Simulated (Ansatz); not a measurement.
**Molecular dynamics of CH₇AlO (part 3 of 3)**

Continued. System: CH₇AlO. Method: RKS BLYP-D4/6-31G* (Ansatz 0.2.0). It belongs to a series of runs on one base structure; here: dynamics from the highest image of the converged band.

Geometry of the input (Å):
```
Al 0.0283  0.1766  -0.0051
O  -0.0972  0.1872  1.9224
H  -1.0111  0.1586  2.2825
H  1.4136  -0.4381  -0.4910
C  -1.7056  -0.0661  -0.9099
H  -2.0133  -1.1283  -0.9122
H  -2.5250  0.5132  -0.4489
H  -1.6458  0.2452  -1.9687
H  0.2745  1.8802  0.5281
H  0.0844  1.3188  1.4430
```

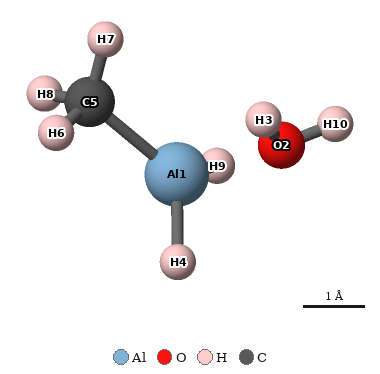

Fig. 1: The geometry at step 105 of the log (ball-and-stick view, seen at a tilt; atoms are numbered from 1 in the order of the input).

**Trajectory as extended XYZ (Å, eV, eV/Å), 20 of the 201 frames kept, from step=0 to step=200**
```
10
Properties=species:S:1:pos:R:3:forces:R:3 step=0 time_fs=0.0 energy=-9792.95250 temperature=100.0
Al    0.0283    0.1766   -0.0051   -0.0004   0.0014  -0.0027
O    -0.0972    0.1872    1.9224    0.0014  -0.0005   0.0017
H    -1.0111    0.1586    2.2825   -0.0010   0.0009  -0.0009
H     1.4136   -0.4381   -0.4910   -0.0007  -0.0011   0.0004
C    -1.7056   -0.0661   -0.9099    0.0036  -0.0020   0.0039
H    -2.0133   -1.1283   -0.9122   -0.0006   0.0010  -0.0011
H    -2.5250    0.5132   -0.4489   -0.0014  -0.0004  -0.0003
H    -1.6458    0.2452   -1.9687   -0.0001   0.0011  -0.0008
H     0.2745    1.8802    0.5281   -0.0013   0.0005  -0.0004
H     0.0844    1.3188    1.4430    0.0004  -0.0009   0.0001
10
Properties=species:S:1:pos:R:3:forces:R:3 step=11 time_fs=5.5 energy=-9792.90289 temperature=52.3
Al    0.0284    0.1715   -0.0084    0.5943  -0.3077  -0.1546
O    -0.0998    0.1938    1.9197    0.0569  -0.3900   0.0803
H    -1.0242    0.1144    2.2452    0.0254   0.1435   0.0273
H     1.4956   -0.3943   -0.4572   -0.5301   0.0930   0.0477
C    -1.7051   -0.0599   -0.8897   -0.0796  -0.1091  -0.5055
H    -2.0156   -1.1200   -0.9557   -0.0490   0.0313   0.1408
H    -2.5406    0.5264   -0.4682    0.0544  -0.0700   0.1254
H    -1.6163    0.2654   -1.9468    0.0253   0.0340   0.0543
H     0.2323    1.8319    0.5005    0.1220   0.3090  -0.1231
H     0.0791    1.2854    1.4065   -0.2196   0.2659   0.3074
10
Properties=species:S:1:pos:R:3:forces:R:3 step=21 time_fs=10.5 energy=-9792.91250 temperature=61.5
Al    0.0330    0.1647   -0.0125    0.0072   0.3198   0.1743
O    -0.1014    0.1949    1.9181   -0.0173   0.1251   0.0166
H    -1.0328    0.1051    2.2193   -0.0068   0.0759   0.0812
H     1.4641   -0.3401   -0.4204    0.1536  -0.2469  -0.2009
C    -1.7057   -0.0572   -0.8793   -0.0737   0.0723  -0.6848
H    -2.0288   -1.1063   -0.9658   -0.0738  -0.1240   0.0573
H    -2.5458    0.5266   -0.4548    0.1745  -0.0675   0.0582
H    -1.5854    0.2958   -1.9351   -0.1027  -0.0771   0.3011
H     0.2183    1.8531    0.4528   -0.0219   0.1188   0.0998
H     0.0285    1.3050    1.4375   -0.0389  -0.1964   0.0970
10
Properties=species:S:1:pos:R:3:forces:R:3 step=32 time_fs=16.0 energy=-9792.92780 temperature=76.3
Al    0.0385    0.1607   -0.0156   -0.0050   0.8602  -0.1082
O    -0.1039    0.1985    1.9171   -0.2754   0.5384   0.1813
H    -1.0400    0.1127    2.2118    0.0365  -0.0859   0.0958
H     1.4626   -0.3442   -0.4303    0.2161  -0.3144  -0.1627
C    -1.7077   -0.0567   -0.8792    0.0188  -0.5309   0.1071
H    -2.0558   -1.1055   -0.9621    0.0427   0.1040  -0.0782
H    -2.5215    0.5204   -0.4155   -0.0102   0.1186   0.0708
H    -1.5731    0.3268   -1.8982   -0.1398   0.0582  -0.3313
H     0.1973    1.9012    0.4204   -0.0957  -0.3079  -0.0056
H    -0.0340    1.2735    1.5069    0.2119  -0.4404   0.2312
10
Properties=species:S:1:pos:R:3:forces:R:3 step=42 time_fs=21.0 energy=-9792.99452 temperature=141.0
Al    0.0440    0.1646   -0.0199    0.7168   0.8661  -1.0166
O    -0.1103    0.2075    1.9198   -0.3762  -1.1140   0.9806
H    -1.0393    0.1015    2.2289    0.0189  -0.1273   0.0931
H     1.5020   -0.4212   -0.4751   -0.5116  -0.0513   0.1742
C    -1.7093   -0.0647   -0.8789   -0.0341   0.2404  -0.3257
H    -2.0773   -1.0931   -0.9759   -0.1073  -0.1868  -0.1150
H    -2.4950    0.5355   -0.3673    0.1773  -0.1247  -0.1731
H    -1.5962    0.3595   -1.9177   -0.1726  -0.2601   0.5423
H     0.1599    1.8771    0.3844    0.0927  -0.3510  -0.3789
H    -0.0450    1.1719    1.6247    0.1961   1.1087   0.2191
10
Properties=species:S:1:pos:R:3:forces:R:3 step=53 time_fs=26.5 energy=-9793.13973 temperature=281.3
Al    0.0561    0.1772   -0.0340    0.1176   0.3003  -0.8940
O    -0.1227    0.2055    1.9371    0.0788   0.8128   0.6146
H    -1.0358    0.0585    2.2722   -0.0183  -0.0033   0.0368
H     1.4307   -0.5263   -0.4841   -0.1380  -0.1087   0.1693
C    -1.7113   -0.0748   -0.8816   -0.0029  -0.6954   0.4084
H    -2.1167   -1.0993   -1.0126    0.0434   0.1742   0.1123
H    -2.4459    0.5357   -0.3389   -0.2840   0.0172   0.1104
H    -1.6578    0.3604   -1.8781    0.0964   0.2345  -0.5493
H     0.1464    1.7816    0.2573    0.3113   0.5007  -0.1683
H    -0.0137    1.2354    1.8201   -0.2043  -1.2323   0.1598
10
Properties=species:S:1:pos:R:3:forces:R:3 step=63 time_fs=31.5 energy=-9793.24945 temperature=387.7
Al    0.0684    0.1923   -0.0554   -0.4519   0.3519  -0.7323
O    -0.1345    0.2070    1.9636   -0.2675  -1.6038   0.2390
H    -1.0310    0.0145    2.3193    0.0276  -0.0512  -0.0447
H     1.3306   -0.6529   -0.4504    0.3536  -0.3088   0.0985
C    -1.7140   -0.0929   -0.8791   -0.3041   0.7123  -0.3402
H    -2.1504   -1.0854   -1.0263   -0.0331  -0.3027   0.0801
H    -2.4491    0.5273   -0.3044    0.0889  -0.2659  -0.2260
H    -1.6958    0.3881   -1.9086    0.1078  -0.3086   0.7212
H     0.2067    1.7898    0.0941    0.3161   0.3283   0.0005
H    -0.0142    1.1539    2.0354    0.1626   1.4485   0.2040
10
Properties=species:S:1:pos:R:3:forces:R:3 step=74 time_fs=37.0 energy=-9793.28827 temperature=425.3
Al    0.0785    0.2123   -0.0863    0.1259   0.2821  -0.4145
O    -0.1490    0.1991    1.9980    0.1468   1.5127   0.5621
H    -1.0300   -0.0492    2.3618    0.0496  -0.0535  -0.1374
H     1.2865   -0.8523   -0.3790   -0.2016   0.2954   0.2283
C    -1.7231   -0.1053   -0.8785   -0.1689  -0.5398   0.8234
H    -2.1738   -1.1126   -1.0157    0.3756   0.1430   0.0619
H    -2.4575    0.4727   -0.3006   -0.2851   0.1978   0.1554
H    -1.7093    0.3773   -1.8471    0.0465   0.2900  -0.7958
H     0.3545    1.8663   -0.0861    0.1058  -0.5702   0.1077
H    -0.0068    1.1696    2.2981   -0.1946  -1.5575  -0.5911
10
Properties=species:S:1:pos:R:3:forces:R:3 step=84 time_fs=42.0 energy=-9793.30459 temperature=441.0
Al    0.0883    0.2329   -0.1183    0.2102  -0.3183  -0.0829
O    -0.1621    0.2009    2.0336   -0.2127  -1.3397  -0.9048
H    -1.0220   -0.1242    2.3697   -0.0977  -0.0924  -0.0748
H     1.2122   -0.9737   -0.2634   -0.2672   0.4844   0.1065
C    -1.7353   -0.1193   -0.8670   -0.0844   1.2147  -0.1242
H    -2.1211   -1.1324   -0.9940    0.0966  -0.3582  -0.0790
H    -2.5086    0.4469   -0.2848    0.1909  -0.1463  -0.2628
H    -1.7124    0.3905   -1.8842   -0.1286  -0.4878   0.6792
H     0.5185    1.8197   -0.2240   -0.0121  -0.3884   0.1621
H    -0.0112    1.0329    2.4676    0.3049   1.4321   0.5808
10
Properties=species:S:1:pos:R:3:forces:R:3 step=95 time_fs=47.5 energy=-9793.26340 temperature=400.9
Al    0.1002    0.2521   -0.1540   -0.5488  -0.7330   0.4399
O    -0.1769    0.1971    2.0667    0.0173   0.5414   0.1767
H    -1.0248   -0.2171    2.3590    0.2894   0.2865  -0.0433
H     1.0753   -0.9974   -0.1099    0.2863  -0.1660  -0.0872
C    -1.7496   -0.1177   -0.8526    0.4552  -0.4840   0.5757
H    -2.0210   -1.1942   -0.9777    0.1334   0.4303   0.1803
H    -2.5475    0.3984   -0.3094   -0.3241   0.0612   0.1912
H    -1.7461    0.3229   -1.8407   -0.1141   0.2864  -0.8503
H     0.7046    1.6889   -0.3359    0.1393   0.5186   0.0563
H     0.0016    0.9856    2.6595   -0.3340  -0.7415  -0.6392
10
Properties=species:S:1:pos:R:3:forces:R:3 step=105 time_fs=52.5 energy=-9793.18415 temperature=323.8
Al    0.1072    0.2636   -0.1828   -0.1258  -0.2057   0.5703
O    -0.1895    0.1965    2.0930    0.3617   0.1183  -0.6138
H    -1.0041   -0.2627    2.3475   -0.4248  -0.2178   0.1106
H     1.0037   -1.0400    0.0106    0.1897  -0.1399  -0.2037
C    -1.7557   -0.1165   -0.8339    0.1166   1.0805  -0.7449
H    -1.9051   -1.1930   -0.9273   -0.1855  -0.3913   0.1391
H    -2.6246    0.3500   -0.3116    0.3124  -0.2293  -0.0871
H    -1.8050    0.2826   -1.8978   -0.0209  -0.2410   0.7183
H     0.8943    1.6590   -0.4188   -0.2327  -0.0285   0.0994
H    -0.0316    0.8781    2.7719    0.0093   0.2547   0.0118
10
Properties=species:S:1:pos:R:3:forces:R:3 step=116 time_fs=58.0 energy=-9793.04394 temperature=188.4
Al    0.1139    0.2734   -0.2084    0.4847  -0.3449   0.7299
O    -0.2016    0.1963    2.1152   -0.5985  -0.5452  -0.5016
H    -1.0153   -0.3228    2.3422    0.4433   0.2422  -0.2008
H     0.9684   -1.1092    0.0843   -0.1712   0.3745  -0.3530
C    -1.7579   -0.1015   -0.8247    0.4020  -0.8426   0.3240
H    -1.8157   -1.2247   -0.8335   -0.0776   0.5166   0.0102
H    -2.6566    0.2584   -0.3124   -0.0379   0.2225   0.3429
H    -1.8771    0.2051   -1.8584   -0.0317   0.2208  -0.7133
H     1.0380    1.6226   -0.4822   -0.5199  -0.3333   0.1416
H    -0.0750    0.8048    2.8592    0.1068   0.4892   0.2201
10
Properties=species:S:1:pos:R:3:forces:R:3 step=126 time_fs=63.0 energy=-9792.98641 temperature=133.0
Al    0.1234    0.2792   -0.2250   -0.1738  -0.5979   0.7090
O    -0.2161    0.1946    2.1301    0.5101   0.9286   0.3282
H    -0.9892   -0.3620    2.3116   -0.3611  -0.2458   0.1290
H     0.9070   -1.0994    0.0690    0.0503   0.0052  -0.2336
C    -1.7544   -0.0964   -0.8158   -0.2138   0.4021  -0.3601
H    -1.7577   -1.1852   -0.7454   -0.1126  -0.5687  -0.1805
H    -2.6636    0.2146   -0.2550    0.3836   0.2835  -0.0364
H    -1.9441    0.1586   -1.8963    0.1414  -0.0964   0.5860
H     1.0547    1.5271   -0.5081   -0.0480   0.3964   0.0095
H    -0.1071    0.7936    2.9279   -0.1760  -0.5070  -0.9511
10
Properties=species:S:1:pos:R:3:forces:R:3 step=137 time_fs=68.5 energy=-9792.96093 temperature=108.6
Al    0.1322    0.2799   -0.2363   -0.4723  -0.2701   0.4240
O    -0.2298    0.1975    2.1432   -0.1318  -1.0760  -1.8608
H    -0.9810   -0.4150    2.2941    0.1131   0.1202   0.0764
H     0.8598   -1.0953   -0.0085    0.3593  -0.3858  -0.0358
C    -1.7521   -0.0904   -0.8092    0.4450  -0.9581   0.7157
H    -1.7281   -1.2119   -0.6967   -0.2358   0.4940  -0.1796
H    -2.5944    0.2451   -0.1877   -0.0597   0.2771   0.0360
H    -1.9901    0.1032   -1.8528   -0.0848   0.2384  -0.4565
H     1.0552    1.5222   -0.5311    0.0448   0.4690   0.0493
H    -0.1650    0.7638    2.8988    0.0221   1.0915   1.2314
10
Properties=species:S:1:pos:R:3:forces:R:3 step=147 time_fs=73.5 energy=-9792.99711 temperature=143.5
Al    0.1366    0.2776   -0.2424    0.3735  -0.1510   0.1647
O    -0.2415    0.1958    2.1409   -0.0016   0.7016   0.5726
H    -0.9658   -0.4502    2.3031    0.1485   0.1716   0.0457
H     0.8920   -1.1619   -0.0927    0.0711   0.3128  -0.0105
C    -1.7442   -0.0973   -0.7939   -0.0018   0.5395  -0.1160
H    -1.7579   -1.1810   -0.6896   -0.3016  -0.5655   0.1381
H    -2.5228    0.3339   -0.1310    0.0352  -0.0636  -0.1947
H    -2.0368    0.0968   -1.8531    0.1884   0.1901   0.3846
H     1.0569    1.6196   -0.5370   -0.4238  -0.3381   0.2589
H    -0.2369    0.8249    2.9358   -0.0880  -0.7973  -1.2435
10
Properties=species:S:1:pos:R:3:forces:R:3 step=158 time_fs=79.0 energy=-9793.08957 temperature=232.6
Al    0.1445    0.2729   -0.2473    0.2526  -0.6076   0.1718
O    -0.2534    0.1969    2.1357    0.5950  -0.3141  -1.2689
H    -0.9304   -0.4653    2.3214   -0.4587  -0.5312   0.0447
H     0.9521   -1.1597   -0.1863    0.0258   0.4623   0.0681
C    -1.7342   -0.1002   -0.7756   -0.0396  -0.4639   0.4506
H    -1.8676   -1.2131   -0.6573   -0.0872   0.6589   0.0046
H    -2.4458    0.4194   -0.1097   -0.1728  -0.0997   0.0268
H    -2.0463    0.1425   -1.7978    0.1074   0.1279  -0.2700
H     0.9583    1.6566   -0.4783   -0.1930  -0.1155   0.1952
H    -0.3330    0.8436    2.8383   -0.0295   0.8830   0.5770
10
Properties=species:S:1:pos:R:3:forces:R:3 step=168 time_fs=84.0 energy=-9793.16090 temperature=301.7
Al    0.1536    0.2634   -0.2499   -0.5238  -0.6054   0.4155
O    -0.2607    0.1958    2.1199   -0.4077  -0.1244   0.1782
H    -0.9271   -0.5180    2.3371    0.5539   0.7410  -0.1481
H     1.0217   -1.0584   -0.2561    0.3883  -0.1856   0.0869
C    -1.7271   -0.1059   -0.7526   -0.2952   0.8603   0.1031
H    -1.9962   -1.1551   -0.6226   -0.0388  -0.4336  -0.0789
H    -2.4063    0.4726   -0.0943   -0.0580  -0.0009   0.0242
H    -2.0198    0.2108   -1.7750    0.1697  -0.1749   0.0397
H     0.8218    1.6697   -0.3770    0.1885   0.5439   0.0487
H    -0.4193    0.9421    2.7646    0.0231  -0.6203  -0.6693
10
Properties=species:S:1:pos:R:3:forces:R:3 step=179 time_fs=89.5 energy=-9793.24215 temperature=380.0
Al    0.1595    0.2477   -0.2484   -0.0358   0.1055   0.6812
O    -0.2674    0.1924    2.0981    1.0206   1.0060  -0.6199
H    -0.8819   -0.4980    2.3435   -0.8182  -0.7512   0.3091
H     1.1908   -0.9766   -0.3114    0.1115   0.0295   0.0262
C    -1.7265   -0.0986   -0.7232   -0.6562  -0.1126   0.1847
H    -2.1328   -1.1396   -0.6105    0.4390   0.4192  -0.1763
H    -2.3769    0.5278   -0.0751    0.0439   0.0395  -0.0702
H    -1.9531    0.2438   -1.7515   -0.0042  -0.1439  -0.0327
H     0.7027    1.7887   -0.2494   -0.1113  -0.2943  -0.0140
H    -0.5323    1.0069    2.5874    0.0108  -0.2977  -0.2880
10
Properties=species:S:1:pos:R:3:forces:R:3 step=189 time_fs=94.5 energy=-9793.24380 temperature=381.7
Al    0.1641    0.2337   -0.2408    0.3510   0.1814   0.8744
O    -0.2654    0.1929    2.0695   -0.2819  -0.9842  -0.0902
H    -0.9096   -0.5164    2.3714    0.6218   0.7321  -0.3896
H     1.3703   -0.8976   -0.3535   -0.4634   0.3883   0.0148
C    -1.7373   -0.0893   -0.6939    0.1983   0.3571  -0.2398
H    -2.1762   -1.0858   -0.6323    0.0218  -0.4382   0.1357
H    -2.3447    0.5885   -0.0719   -0.1403   0.0735   0.0165
H    -1.8878    0.2403   -1.7356   -0.1284   0.0811  -0.1526
H     0.5770    1.8448   -0.1378   -0.0996  -0.5863  -0.1196
H    -0.6392    1.0342    2.3948   -0.0793   0.1952  -0.0498
10
Properties=species:S:1:pos:R:3:forces:R:3 step=200 time_fs=100.0 energy=-9793.23553 temperature=373.6
Al    0.1719    0.2198   -0.2236   -0.3237  -0.0277   0.8763
O    -0.2618    0.1888    2.0348   -0.1129   1.2880  -0.2651
H    -0.8930   -0.4774    2.3564   -0.2791  -0.3929   0.0253
H     1.4595   -0.7253   -0.3971   -0.1756  -0.1111  -0.0526
C    -1.7470   -0.0732   -0.6678    0.0962  -0.2664  -0.7008
H    -2.2016   -1.0924   -0.6256    0.1500   0.4316   0.1927
H    -2.3374    0.6575   -0.0747   -0.0553  -0.2758  -0.1007
H    -1.8504    0.2479   -1.7348   -0.1385  -0.0387   0.2753
H     0.4195    1.7780   -0.0453    0.1890   0.3533  -0.0989
H    -0.7572    1.0628    2.1350    0.6500  -0.9603  -0.1515
```

**Summary**

- outcome: finished
- mean temperature over the second half: 250 K
- trajectory: 200 steps, 100 fs
- ensemble: nve
- temperature in the input: 100.0 K
- time step: 0.5 fs
- potential energy (last step): −9793.2359 eV
- mean-field energy (last step): −9792.9429 eV
- largest force (length of the vector) (last step): 1.320 eV/Å
- wall time: 5.4 min
- peak memory: 0.11 GiB

**Remarks**

So short a trajectory is not equilibrated.
